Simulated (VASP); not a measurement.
Band structure of Zr (hcp). All values below come from PBEsol GGA, VASP's PBE PAW potentials (set 64) (plane waves; VASP).

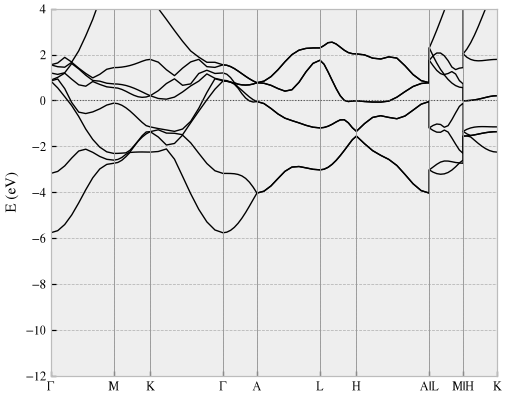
Figure: Bands along high-symmetry lines, zero at the valence-band maximum or, without a gap, the Fermi level

Problem. Read the plot: is there a gap, and where are the band edges?

Solution. It has no gap at this level: it comes out as a metal or semimetal. (Edges off the drawn lines would not show.)

The compound is Zr in the hcp structure. It was relaxed first.
